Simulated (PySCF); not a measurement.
# C4H12GeN2: geometry relaxation

C4H12GeN2, computed with PBE0-D3(BJ)/def2-SVP geometry optimisation, gas phase (PySCF 2.14.0).

It belongs to a series of runs on one base structure; here: H on Ge replaced by CH=NMe.

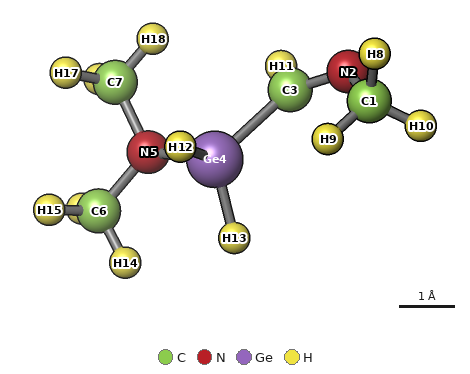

Fig. 1: The structure as given in the input (ball-and-stick view, seen at a tilt; atoms are numbered from 1 in the order of the input). Sticks mark near contacts.

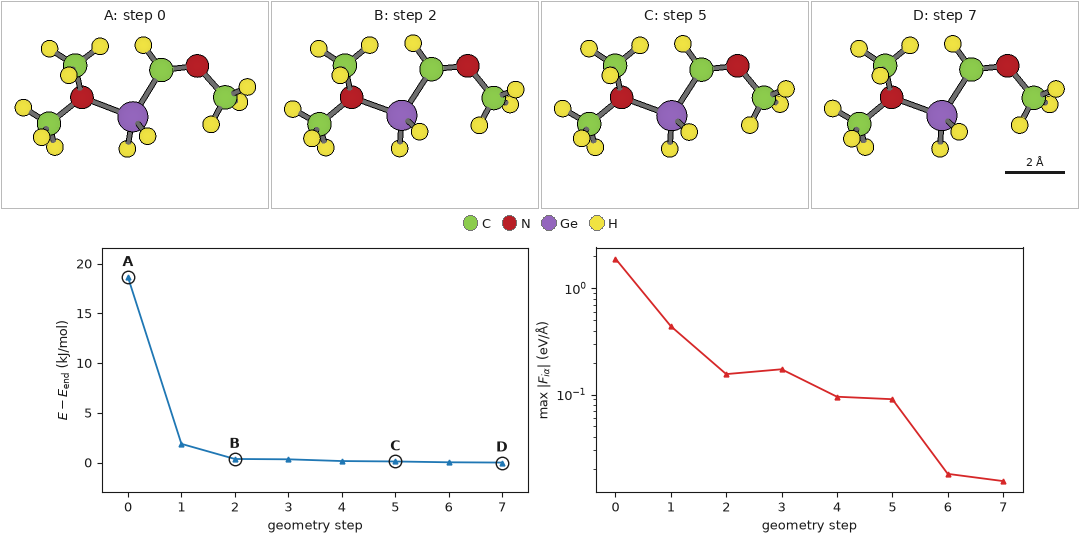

Fig. 2: Frames of the relaxation (ball-and-stick view, seen at a tilt) above the curves, on which the letters mark them (steps are counted from 0).

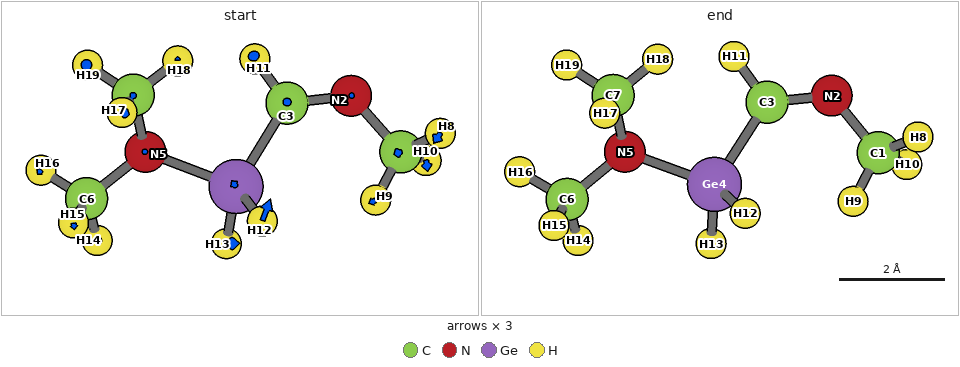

Fig. 3: Before (left) and after (right) the relaxation, at one scale (ball-and-stick view, seen at a tilt). The blue arrows give the displacements, magnified 3 times. The energy falls by 18.6 kJ/mol in 7 geometry steps. The largest force component goes from 1.9 to 0.015 eV/Å. The atom that moves furthest after the best rigid fit is H12 (0.16 Å). By element the largest moves are H 0.16 Å, C 0.07 Å, Ge 0.06 Å, N 0.03 Å. Among the contacts that change: Ge4–H13 1.493 → 1.540 Å, C1–H10 1.058 → 1.102 Å, C3–H11 1.067 → 1.105 Å, Ge4–N5 1.868 → 1.839 Å. Among the angles that change: N5–Ge4–H13 101.2° → 106.4°, C3–Ge4–H12 116.8° → 111.7°, C3–Ge4–H13 116.6° → 112.8°. (Atoms are counted from 1 in the order of the input.)

The input that produced these results follows, with the program's output.

Input file
```
{"job": {"xc": "PBE0", "basis": "def2-SVP", "d3": "d3bj", "grid": 1, "shake": 0.01, "kind": "geom"}, "charge": 0, "multiplicity": 1}
C      3.474100     0.492350    -0.285320
N      2.463190     0.681890    -1.303190
C      1.237880     0.468490    -1.090360
Ge     0.344770    -0.164420     0.553140
N     -1.445150    -0.167460     0.019930
C     -2.404760    -1.005820     0.697220
C     -2.028850     1.086390    -0.388770
H      3.978650     1.476540    -0.149840
H      3.029180     0.172460     0.683990
H      4.187470    -0.202790    -0.641320
H      0.585150     0.609370    -1.922970
H      0.595320     0.646110     1.835980
H      0.543580    -1.599800     0.911260
H     -1.936720    -1.945200     0.982560
H     -2.820610    -0.561610     1.606220
H     -3.231630    -1.215090     0.029450
H     -2.444900     1.672190     0.452260
H     -1.299790     1.710150    -0.882400
H     -2.857590     0.883650    -1.087080
```

The first line tells a small driver script what to run in PySCF; the rest is the geometry in Å.

Launch command:
```bash
OMP_NUM_THREADS=1 python <driver script> task.json out
```

The program's output
```
step   0  E = -2345.07483710  max force = 0.036995
step   1  E = -2345.08122103  max force = 0.008552
step   2  E = -2345.08179997  max force = 0.003025
step   3  E = -2345.08181267  max force = 0.003360
step   4  E = -2345.08187935  max force = 0.001854
step   5  E = -2345.08189522  max force = 0.001757
step   6  E = -2345.08192678  max force = 0.000349
step   7  E = -2345.08193715  max force = 0.000298
optimisation converged
```

Trajectory as extended XYZ (Å, eV, eV/Å), 8 frames, from step=0 to step=7
```
19
Properties=species:S:1:pos:R:3:forces:R:3 step=0 energy=-63812.73664
C     3.4741    0.4924   -0.2853   -1.9023   1.7087   0.3072
N     2.4632    0.6819   -1.3032    0.5757  -0.0426  -0.1492
C     1.2379    0.4685   -1.0904    1.0595  -0.2032   1.1768
Ge    0.3448   -0.1644    0.5531   -1.1172   0.3513  -0.3337
N    -1.4451   -0.1675    0.0199    0.3056   0.3056   0.2282
C    -2.4048   -1.0058    0.6972    0.9041   0.2552  -0.1223
C    -2.0288    1.0864   -0.3888   -0.3262  -0.6439   0.3188
H     3.9787    1.4765   -0.1498   -0.0362  -0.4539   0.0748
H     3.0292    0.1725    0.6840    0.3374  -0.0673  -0.0028
H     4.1875   -0.2028   -0.6413    1.1157  -1.0809  -0.3993
H     0.5851    0.6094   -1.9230   -0.9617   0.1732  -0.9714
H     0.5953    0.6461    1.8360    0.1238   0.2972   0.0921
H     0.5436   -1.5998    0.9113    0.3818  -0.9008   0.1211
H    -1.9367   -1.9452    0.9826    0.0919  -0.4748   0.0735
H    -2.8206   -0.5616    1.6062   -0.2287   0.2891   0.4644
H    -3.2316   -1.2151    0.0295   -0.6156  -0.2447  -0.4178
H    -2.4449    1.6722    0.4523   -0.0863   0.1049   0.1385
H    -1.2998    1.7102   -0.8824    0.4673   0.4603  -0.4647
H    -2.8576    0.8837   -1.0871   -0.0885   0.1666  -0.1339
19
Properties=species:S:1:pos:R:3:forces:R:3 step=1 energy=-63812.91035
C     3.1819   -0.0791    0.0271    0.4156  -0.4398  -0.2765
N     2.3083    0.2317   -1.0645   -0.1624   0.0224   0.1062
C     1.0603    0.0682   -0.9249   -0.2296  -0.0245  -0.3800
Ge    0.0257   -0.5640    0.6368    0.2448  -0.1239   0.3114
N    -1.7308   -0.4183    0.1316   -0.0493  -0.0738  -0.0619
C    -2.7120   -1.2580    0.7628   -0.1921  -0.0936   0.0545
C    -2.2446    0.8683   -0.2534    0.0498   0.1727  -0.0655
H     3.7340    0.8152    0.3447    0.0372   0.1593  -0.0142
H     2.6872   -0.5185    0.9120   -0.0615  -0.0253   0.1079
H     3.9511   -0.8027   -0.3330   -0.2743   0.2707   0.1754
H     0.4160    0.2770   -1.8097    0.2225   0.0299   0.1712
H     0.3650    0.3075    1.8894   -0.0448  -0.1090  -0.0778
H     0.2726   -2.0663    0.9766   -0.0738   0.3068  -0.0800
H    -2.2808   -2.2360    1.0313   -0.0097   0.0387  -0.0287
H    -3.1448   -0.8190    1.6909    0.0432  -0.0205  -0.0535
H    -3.5638   -1.4528    0.0777    0.1037   0.0316   0.0538
H    -2.6133    1.4749    0.6031    0.0141  -0.0219   0.0047
H    -1.4775    1.4716   -0.7713   -0.0531  -0.0860   0.0477
H    -3.0936    0.7565   -0.9543    0.0197  -0.0138   0.0056
19
Properties=species:S:1:pos:R:3:forces:R:3 step=2 energy=-63812.92611
C     3.1820   -0.0607    0.0266    0.0642  -0.1556  -0.0910
N     2.2978    0.1906   -1.0742   -0.0015   0.1247   0.0463
C     1.0487    0.0359   -0.9408   -0.0185  -0.0163  -0.0046
Ge    0.0267   -0.5853    0.6381    0.0235   0.0761   0.0546
N    -1.7329   -0.4259    0.1348   -0.0165  -0.0668  -0.0194
C    -2.7260   -1.2611    0.7580   -0.0457   0.0048   0.0098
C    -2.2262    0.8727   -0.2404    0.0054   0.0387   0.0030
H     3.7338    0.8617    0.2723   -0.0309   0.0052  -0.0150
H     2.6920   -0.4344    0.9485   -0.0091   0.0161   0.0084
H     3.9436   -0.7989   -0.2821   -0.0551   0.0509   0.0197
H     0.4169    0.2606   -1.8218    0.0608  -0.0656   0.0047
H     0.3736    0.2663    1.8912   -0.0150  -0.0138   0.0133
H     0.2504   -2.0742    0.9641    0.0084   0.0050  -0.0188
H    -2.3071   -2.2469    1.0115    0.0068   0.0014  -0.0116
H    -3.1505   -0.8280    1.6902    0.0113  -0.0045  -0.0027
H    -3.5759   -1.4340    0.0703    0.0129   0.0084   0.0035
H    -2.5839    1.4771    0.6218    0.0004   0.0005  -0.0022
H    -1.4473    1.4612   -0.7512   -0.0012  -0.0084   0.0010
H    -3.0747    0.7792   -0.9438   -0.0003  -0.0006   0.0010
19
Properties=species:S:1:pos:R:3:forces:R:3 step=3 energy=-63812.92645
C     3.2020   -0.0752    0.0069   -0.0849   0.1728   0.0781
N     2.2930    0.2125   -1.0630    0.0497  -0.1154  -0.0039
C     1.0473    0.0482   -0.9152    0.0211  -0.0135   0.0009
Ge    0.0201   -0.5636    0.6666   -0.0047   0.0586  -0.0348
N    -1.7371   -0.4254    0.1404    0.0215  -0.0270  -0.0153
C    -2.7334   -1.2667    0.7517    0.0278   0.0260  -0.0024
C    -2.2320    0.8713   -0.2425   -0.0088  -0.0111   0.0209
H     3.7515    0.8462    0.2644    0.0060  -0.0399   0.0196
H     2.7325   -0.4743    0.9303   -0.0022   0.0151  -0.0149
H     3.9568   -0.7968   -0.3377    0.0301  -0.0531  -0.0473
H     0.4204    0.2538   -1.8003   -0.0755   0.0457  -0.0145
H     0.3417    0.2922    1.9206    0.0145   0.0203   0.0147
H     0.2526   -2.0442    0.9977    0.0182  -0.0941   0.0162
H    -2.3110   -2.2505    1.0053    0.0048  -0.0121  -0.0021
H    -3.1687   -0.8383    1.6801   -0.0023   0.0011   0.0144
H    -3.5729   -1.4409    0.0537   -0.0203   0.0013  -0.0132
H    -2.6025    1.4751    0.6144   -0.0030   0.0047  -0.0018
H    -1.4485    1.4600   -0.7439    0.0130   0.0178  -0.0146
H    -3.0706    0.7728   -0.9567   -0.0050   0.0027   0.0001
19
Properties=species:S:1:pos:R:3:forces:R:3 step=4 energy=-63812.92827
C     3.1841   -0.0757    0.0167   -0.0224   0.0953   0.0271
N     2.2924    0.2100   -1.0675    0.0214  -0.0583  -0.0396
C     1.0450    0.0495   -0.9310    0.0081  -0.0240   0.0350
Ge    0.0279   -0.5631    0.6555   -0.0276   0.0286  -0.0178
N    -1.7313   -0.4250    0.1384    0.0042  -0.0196  -0.0152
C    -2.7242   -1.2662    0.7546    0.0073   0.0149  -0.0005
C    -2.2285    0.8720   -0.2411   -0.0002  -0.0052   0.0125
H     3.7364    0.8417    0.2796    0.0083  -0.0171   0.0123
H     2.6986   -0.4682    0.9341    0.0041   0.0072  -0.0053
H     3.9392   -0.8048   -0.3160    0.0083  -0.0246  -0.0165
H     0.4168    0.2562   -1.8164   -0.0173   0.0304   0.0009
H     0.3568    0.2938    1.9082    0.0058   0.0091   0.0059
H     0.2645   -2.0465    0.9856    0.0087  -0.0418   0.0057
H    -2.3004   -2.2505    1.0052    0.0003  -0.0055  -0.0038
H    -3.1545   -0.8384    1.6859    0.0001  -0.0022   0.0076
H    -3.5680   -1.4399    0.0609   -0.0095   0.0027  -0.0026
H    -2.5948    1.4756    0.6179   -0.0007   0.0023  -0.0010
H    -1.4479    1.4619   -0.7468    0.0041   0.0066  -0.0061
H    -3.0711    0.7738   -0.9508   -0.0029   0.0011   0.0013
19
Properties=species:S:1:pos:R:3:forces:R:3 step=5 energy=-63812.92870
C     3.1893   -0.0567    0.0137    0.0387  -0.0903  -0.0174
N     2.2930    0.1915   -1.0756   -0.0252   0.0647   0.0482
C     1.0468    0.0297   -0.9269   -0.0258   0.0197  -0.0748
Ge    0.0237   -0.5805    0.6560    0.0296  -0.0014   0.0500
N    -1.7337   -0.4289    0.1375    0.0042  -0.0048  -0.0237
C    -2.7330   -1.2641    0.7504   -0.0128  -0.0074   0.0065
C    -2.2215    0.8735   -0.2359    0.0072   0.0146  -0.0018
H     3.7470    0.8646    0.2470   -0.0006   0.0144  -0.0144
H     2.7076   -0.4188    0.9447   -0.0042  -0.0020   0.0095
H     3.9404   -0.8005   -0.3012   -0.0111   0.0183   0.0215
H     0.4130    0.2392   -1.8091    0.0031  -0.0421   0.0076
H     0.3575    0.2734    1.9112   -0.0080  -0.0110  -0.0032
H     0.2533   -2.0703    0.9834   -0.0032   0.0353  -0.0146
H    -2.3178   -2.2538    0.9950   -0.0041   0.0020  -0.0056
H    -3.1585   -0.8379    1.6852    0.0060  -0.0044  -0.0030
H    -3.5801   -1.4266    0.0570    0.0086   0.0062   0.0082
H    -2.5833    1.4762    0.6257    0.0030  -0.0020   0.0009
H    -1.4371    1.4610   -0.7398   -0.0071  -0.0082   0.0036
H    -3.0654    0.7849   -0.9453    0.0017  -0.0015   0.0023
19
Properties=species:S:1:pos:R:3:forces:R:3 step=6 energy=-63812.92956
C     3.1854   -0.0617    0.0152   -0.0039  -0.0044   0.0009
N     2.2914    0.1947   -1.0745   -0.0051   0.0175   0.0029
C     1.0445    0.0336   -0.9317    0.0096  -0.0049  -0.0030
Ge    0.0260   -0.5741    0.6552    0.0004   0.0084   0.0169
N    -1.7321   -0.4281    0.1367    0.0002  -0.0076  -0.0179
C    -2.7294   -1.2656    0.7504    0.0004   0.0015   0.0036
C    -2.2221    0.8741   -0.2346   -0.0002   0.0026   0.0042
H     3.7450    0.8583    0.2508    0.0019  -0.0003  -0.0037
H     2.7010   -0.4241    0.9451    0.0000   0.0008   0.0006
H     3.9347   -0.8062   -0.2990    0.0009  -0.0044  -0.0003
H     0.4125    0.2360   -1.8161   -0.0023  -0.0099  -0.0018
H     0.3570    0.2814    1.9092   -0.0022  -0.0023  -0.0002
H     0.2599   -2.0611    0.9832    0.0003   0.0026  -0.0038
H    -2.3130   -2.2556    0.9909   -0.0016  -0.0017  -0.0039
H    -3.1525   -0.8421    1.6872    0.0017  -0.0021   0.0027
H    -3.5778   -1.4264    0.0587   -0.0010   0.0040   0.0020
H    -2.5833    1.4754    0.6282    0.0015   0.0011   0.0006
H    -1.4391    1.4625   -0.7391    0.0000  -0.0007  -0.0014
H    -3.0668    0.7850   -0.9429   -0.0006  -0.0001   0.0016
19
Properties=species:S:1:pos:R:3:forces:R:3 step=7 energy=-63812.92984
C     3.1844   -0.0601    0.0146   -0.0068   0.0120   0.0051
N     2.2905    0.1927   -1.0760   -0.0002   0.0069  -0.0025
C     1.0438    0.0303   -0.9332    0.0084  -0.0091   0.0059
Ge    0.0261   -0.5738    0.6557   -0.0040   0.0069   0.0070
N    -1.7318   -0.4287    0.1354   -0.0005  -0.0052  -0.0153
C    -2.7293   -1.2661    0.7489    0.0034   0.0023   0.0031
C    -2.2206    0.8753   -0.2318   -0.0020  -0.0004   0.0048
H     3.7476    0.8595    0.2432    0.0029  -0.0039  -0.0008
H     2.6993   -0.4142    0.9474    0.0011   0.0011  -0.0021
H     3.9303   -0.8095   -0.2952    0.0038  -0.0074  -0.0030
H     0.4117    0.2261   -1.8188   -0.0046  -0.0018  -0.0032
H     0.3550    0.2826    1.9093    0.0000   0.0004   0.0005
H     0.2611   -2.0602    0.9840   -0.0002  -0.0039  -0.0003
H    -2.3150   -2.2585    0.9831   -0.0009  -0.0018  -0.0030
H    -3.1481   -0.8460    1.6892    0.0005  -0.0013   0.0032
H    -3.5803   -1.4210    0.0593   -0.0026   0.0030   0.0008
H    -2.5793    1.4751    0.6330    0.0014   0.0017   0.0006
H    -1.4377    1.4636   -0.7363    0.0013   0.0008  -0.0023
H    -3.0667    0.7889   -0.9388   -0.0009   0.0000   0.0016
```

Key numbers

- outcome: converged
- total energy: −2345.081937 hartree
- dipole moment: 1.38 D
- point group: C1
- hardware: 1 CPU thread, shared host
- wall time: 2.3 min
- peak memory: 0.74 GiB
